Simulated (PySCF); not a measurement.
**C$_{3}$H$_{5}$BrCl$_{2}$Si$_{2}$ (SMILES ClC(Cl)[SiH2]C#C[SiH2]Br): density, localisation and related maps**

```xyz
13

Cl   -2.1826    1.9644   -0.2802
C    -2.3879    0.2806   -0.8173
Cl   -4.1199   -0.1119   -0.9078
Si   -1.5321   -0.9113    0.4382
C     0.2363   -0.3712    0.4276
C     1.3878    0.0033    0.4263
Si    3.1507    0.5472    0.3671
Br    4.2150   -1.0014   -0.8288
H    -2.0042    0.2331   -1.8352
H    -2.1369   -0.6771    1.7456
H    -1.6811   -2.2699   -0.0779
H     3.2980    1.7943   -0.3661
H     3.7527    0.5205    1.6908
```

Geometry: GFN2-xTB.

Theory: wB97X-D/def2-SVPD, SCF density, gas phase in PySCF.

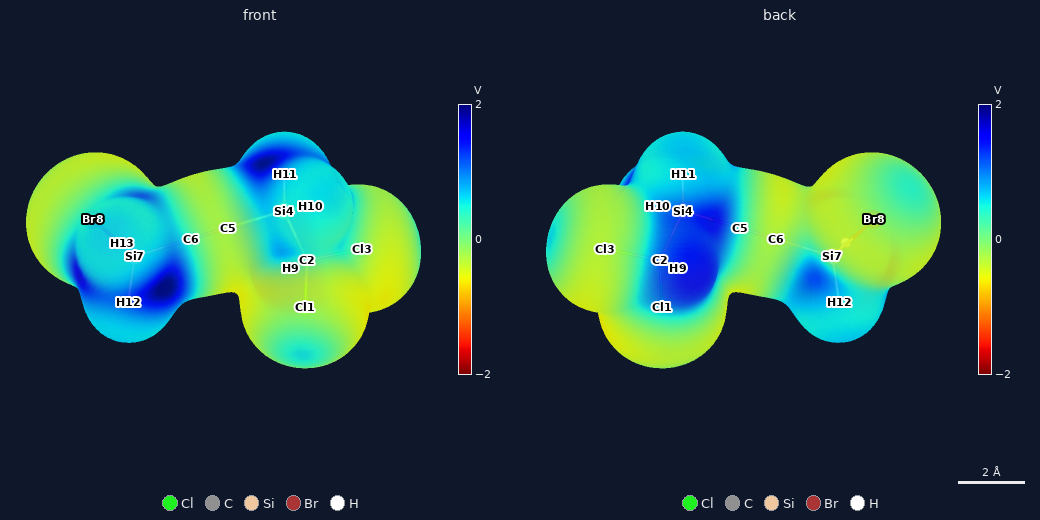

Figure 1. The molecular electrostatic potential painted on the density surface at 0.002 e/bohr³, seen from the front and from behind; the colour scale runs from red (negative) to blue (positive).

**Where is the surface potential most negative and most positive?**

The most negative region (about −0.6 V, or −14 kcal/mol for a unit charge) lies over Cl1, Cl3 and C5, the most positive (about +1.9 V, or +44 kcal/mol for a unit charge) over Si4 and Si7. Cl1 shows a σ-hole: about +0.6 V, or +14 kcal/mol for a unit charge at the tip opposite its bond, against about −0.4 V, or −9 kcal/mol for a unit charge on its flanks. Cl3 shows a σ-hole: about +0.6 V, or +14 kcal/mol for a unit charge at the tip opposite its bond, against about −0.3 V, or −7 kcal/mol for a unit charge on its flanks. Br8 shows a σ-hole: about +0.5 V, or +12 kcal/mol for a unit charge at the tip opposite its bond, against about −0.4 V, or −9 kcal/mol for a unit charge on its flanks.

**What dipole moment does the calculation give?**

Its dipole moment is 0.86 D.

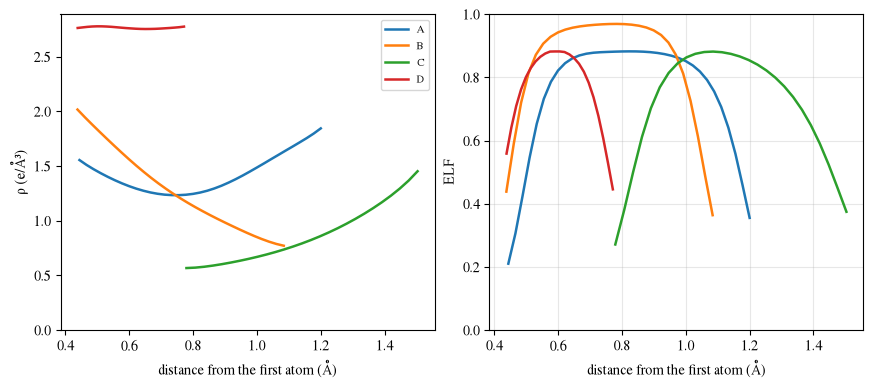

Figure 2. Electron density and ELF along straight lines between neighbouring atoms. The curves leave out the atomic cores.

**Which curve belongs to which contact (C–C, C–Cl, C–Si and Si–Br)? The first atom named is at distance zero.**

Curve A: C–Cl (1.78 Å): ρ at the midpoint is about 1.3 e/Å³; the ELF peaks at about 0.90 between the atoms; a covalent bond. Curve B: C–Si (1.85 Å): the density is about 0.95 e/Å³ at the midpoint; the ELF peaks at about 0.95 between the atoms (a shared electron pair). Curve C: Si–Br (2.23 Å): ρ at the midpoint is about 0.76 e/Å³; the ELF peaks at about 0.90 between the atoms; a shared but strongly polarised pair. Curve D: C–C (1.21 Å): the density is about 2.8 e/Å³ at the midpoint; the ELF peaks at about 0.90 between the atoms; a short, multiple covalent bond.
